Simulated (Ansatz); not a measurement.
# B3LYP/6-31G(d) (Cartesian functions) run of C6H12 (methylcyclopentane)

Aim: the vertical ionisation energy of C6H12 (methylcyclopentane) at B3LYP/6-31G* (Cartesian functions), from 2 runs. 

The calculation is run with Ansatz 0.2.0.

19 further runs of the same task are left out: 1 that didn't finish, 18 set aside as unsound or not needed.

## Step 1: The structure to begin with

C6H12 has 18 atoms, charge 0, and is taken as a singlet. As SMILES, `CC1CCCC1`. The shape is that of a PBE0-D4/def2-TZVP optimisation. This is one conformer, not always the lowest.

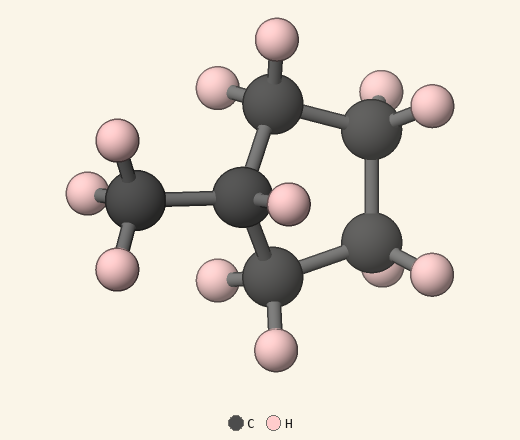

The structure, seen from a chosen angle (carbon dark grey, hydrogen pink).

## Step 2: A single-point energy at B3LYP/6-31G(d) (Cartesian functions)

Contents of run.yaml:

```yaml
crystal:
  periodic: [false, false, false]
  atoms:
    - symbol: C
      position_ang: [1.205820, -1.782710, 0.205580]
    - symbol: C
      position_ang: [0.653600, -0.373720, 0.264760]
    - symbol: C
      position_ang: [0.403000, 0.269490, -1.096340]
    - symbol: C
      position_ang: [-0.490040, 1.477080, -0.795690]
    - symbol: C
      position_ang: [-1.228180, 1.130880, 0.519190]
    - symbol: C
      position_ang: [-0.716550, -0.254930, 0.926780]
    - symbol: H
      position_ang: [0.522920, -2.439790, -0.342380]
    - symbol: H
      position_ang: [2.174220, -1.813190, -0.300730]
    - symbol: H
      position_ang: [1.340610, -2.203190, 1.205640]
    - symbol: H
      position_ang: [1.357520, 0.263110, 0.818890]
    - symbol: H
      position_ang: [-0.129480, -0.450460, -1.729510]
    - symbol: H
      position_ang: [1.323880, 0.537670, -1.620070]
    - symbol: H
      position_ang: [0.118950, 2.374720, -0.662600]
    - symbol: H
      position_ang: [-1.179770, 1.688420, -1.615150]
    - symbol: H
      position_ang: [-0.991360, 1.866510, 1.291780]
    - symbol: H
      position_ang: [-2.313350, 1.144350, 0.400200]
    - symbol: H
      position_ang: [-0.682870, -0.397360, 2.009730]
    - symbol: H
      position_ang: [-1.368930, -1.036890, 0.519920]
basis:
  gaussian:
    orbitals: "6-31G*"
hamiltonian:
  xc: {name: B3LYP}
accuracy: high
output:
  orbitals: {seedname: orbitals}
```

The run is started by

```
$ ansatz run run.yaml --threads 1 --pin off --max-ram 3480MiB --events-out events.jsonl --progress --plain --runs-dir runs
```

Log:

```text
Warning: RAYON_NUM_THREADS=1 ignored (pool sized by the plan → 1); use --threads N
Functional definition: B3LYP
  name "B3LYP"
  parameter a0 = 0.2
  parameter ax = 0.72
  parameter ac = 0.81
  exchange = (1 - a0 - ax)*slater_x + ax*b88_x + a0*exact_x
  correlation = (1 - ac)*vwn_rpa_c + ac*lyp_c
2915 factors; integrals over basis functions are off by at most 3.4e-9 eV
mean field evaluation 1: about -6408.1911 eV, gradient 6.3e1 eV
mean field evaluation 2: about -6402.7375 eV, gradient 7.9e1 eV
mean field evaluation 4: about -6418.1353 eV, gradient 2.5e0 eV
mean field evaluation 8: about -6418.3985 eV, gradient 1.3e-1 eV
mean field evaluation 16: about -6418.3986 eV, gradient 4.5e-5 eV
mean field -6418.39859568 eV, -235.8717978444 hartree, gradient 1.6e-8 eV, S^2 0.000000; 0 other end points of the search recorded, 0 dependent functions left out
reference -6418.39863645 eV, -235.8717993428 hartree; 24, 24 occupied and 90, 90 virtual orbitals, 2915 factors
Total energy: -6418.39863645 eV, -235.8717993428 hartree
```

Run time: 18 s. Hardware: 1 thread of Arm Neoverse V1, shared host; peak memory 0.51 GiB.

## Step 3: The doublet cation, same level

Contents of job.yaml:

```yaml
crystal:
  periodic: [false, false, false]
  atoms:
    - {symbol: C, position_ang: [1.205820, -1.782710, 0.205580]}
    - {symbol: C, position_ang: [0.653600, -0.373720, 0.264760]}
    - {symbol: C, position_ang: [0.403000, 0.269490, -1.096340]}
    - {symbol: C, position_ang: [-0.490040, 1.477080, -0.795690]}
    - {symbol: C, position_ang: [-1.228180, 1.130880, 0.519190]}
    - {symbol: C, position_ang: [-0.716550, -0.254930, 0.926780]}
    - {symbol: H, position_ang: [0.522920, -2.439790, -0.342380]}
    - {symbol: H, position_ang: [2.174220, -1.813190, -0.300730]}
    - {symbol: H, position_ang: [1.340610, -2.203190, 1.205640]}
    - {symbol: H, position_ang: [1.357520, 0.263110, 0.818890]}
    - {symbol: H, position_ang: [-0.129480, -0.450460, -1.729510]}
    - {symbol: H, position_ang: [1.323880, 0.537670, -1.620070]}
    - {symbol: H, position_ang: [0.118950, 2.374720, -0.662600]}
    - {symbol: H, position_ang: [-1.179770, 1.688420, -1.615150]}
    - {symbol: H, position_ang: [-0.991360, 1.866510, 1.291780]}
    - {symbol: H, position_ang: [-2.313350, 1.144350, 0.400200]}
    - {symbol: H, position_ang: [-0.682870, -0.397360, 2.009730]}
    - {symbol: H, position_ang: [-1.368930, -1.036890, 0.519920]}
basis:
  gaussian:
    orbitals: "6-31G*"
total_charge: 1
magnetization:
  spin_polarized: true
  initial_magnetization: 1
hamiltonian:
  xc: {name: B3LYP}
accuracy: high
output: {orbitals: {seedname: orbitals}}
```

The run is started by

```
$ ansatz run job.yaml --threads 1 --pin off --max-ram 3480MiB --events-out events.jsonl --progress --plain --runs-dir runs
```

Log, cut to the lines that bear on the results:

```text
Warning: RAYON_NUM_THREADS=1 ignored (pool sized by the plan → 1); use --threads N
[... 2 set-up lines as earlier in the session ...]
[...]
2915 factors; integrals over basis functions are off by at most 3.4e-9 eV
[...]
mean field -6407.95357667 eV, -235.4879504756 hartree, gradient 6.8e-8 eV, S^2 0.752032; 8 other end points of the search recorded, 0 dependent functions left out
reference -6407.95361404 eV, -235.4879518489 hartree; 24, 23 occupied and 90, 91 virtual orbitals, 2915 factors
Total energy: -6407.95361404 eV, -235.4879518489 hartree
```

It took 1.7 min on 1 thread of Arm Neoverse V1, shared host; peak memory 0.69 GiB.

## Step 4: Results

Level: B3LYP/6-31G* (Cartesian functions).

| quantity | value |
| --- | --- |
| singlet C6H12: total energy | -235.87180 Eh |
| singlet C6H12: HOMO energy | -8.29 eV |
| singlet C6H12: LUMO energy | 2.30 eV |
| singlet C6H12: HOMO–LUMO gap | 10.59 eV |
| doublet cation: total energy | -235.48795 Eh |
| doublet cation: HOMO energy (highest over α and β) | -13.91 eV |
| doublet cation: LUMO energy (lowest over α and β) | -12.60 eV |
| doublet cation: ⟨S²⟩ | 0.752 |
| vertical ionisation energy (to the doublet cation) | 10.445 eV |

Removing an electron at fixed nuclei costs 10.45 eV (1008 kJ/mol). The negative HOMO energy of the first species, 8.29 eV, lies 2.15 eV below that difference.
